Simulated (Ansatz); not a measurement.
HCl···H2 (SMILES Cl.[H][H])

Input

```
crystal:
  periodic: [false, false, false]
  atoms:
    - {symbol: Cl, position_ang: [0.117200, 0.658181, -1.756006]}
    - {symbol: H, position_ang: [-0.031925, -0.604553, -1.616202]}
    - {symbol: H, position_ang: [-0.016894, 0.163661, 1.526020]}
    - {symbol: H, position_ang: [-0.076380, -0.222215, 2.162649]}
basis:
  gaussian: {orbitals: "def2-TZVPPD.json"}
hamiltonian: {xc: pbe0, dispersion: d4}
output: {orbitals: {seedname: orbitals}}
```

Launched as:

```sh
ansatz run in.yaml --threads 2 --pin off --events-out ev --progress --plain --max-ram 5222MiB
```

Geometry: rigid move from PBE0-D4/def2-TZVP.

Theory: RKS PBE0-D4/def2-TZVPPD in Ansatz.

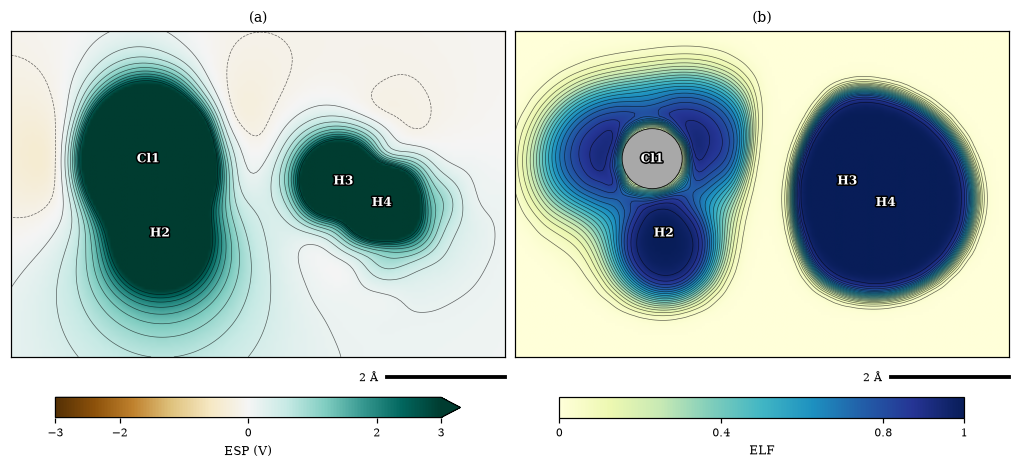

Figure 1. (a) molecular electrostatic potential; (b) electron localisation function on the molecular plane. Grey discs cover the atomic cores in the ELF map.

What do the fields say about this system?

- The plane passes through Cl and H nuclei.
- Cl1···H3 (3.32 Å): the ELF dips to about 0 between them; a weak contact between the two molecules.
- H–H (0.75 Å): the ELF peaks at about 1 between the atoms.
- Cl–H (1.28 Å): the ELF climbs to about 1 towards the hydrogen, as it does in any bond to H.
- The ELF also peaks beside Cl1, away from the bonds: lone-pair regions.
- Outside the dense part of the complex the potential is most negative (−0.4 V) near Cl1.

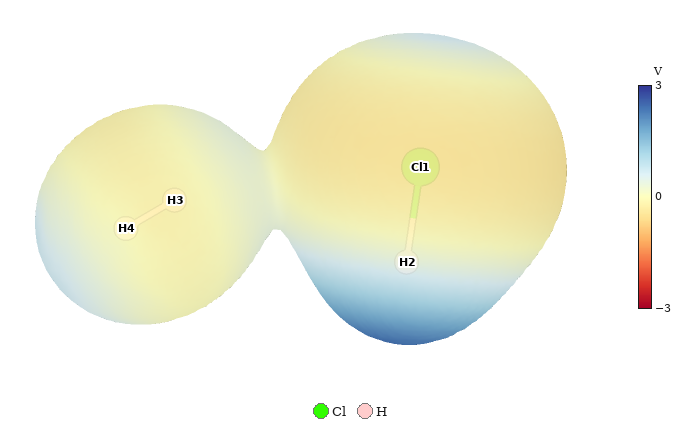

Figure 2. The molecular electrostatic potential painted on the density surface at 0.002 e/bohr³, seen at a tilt; red is negative and blue positive.

Which sites attract a positive test charge, and which a negative one?

A positive charge is drawn to the negative regions and a negative charge to the positive ones. The most negative region (about −0.4 V) lies over Cl1, the most positive (about +2.4 V) over H2. Cl1 shows a σ-hole: about +0.6 V at the tip opposite its bond, against about −0.3 V on its flanks.

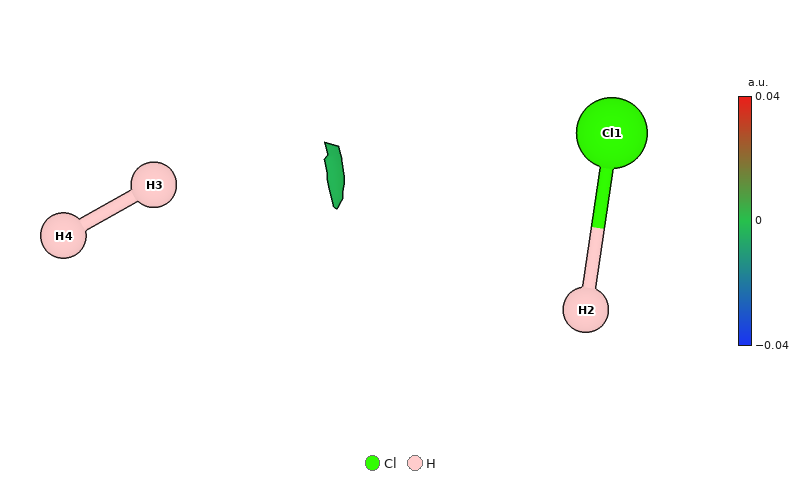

Figure 3. Non-covalent interaction (NCI) plot: the surface where the reduced density gradient is 0.5, for densities under 0.05 a.u., coloured by sign(λ₂)ρ; seen across its widest extent.

Identify the weak interactions.

Between H3 on one side and Cl1 on the other: a weak contact (green).
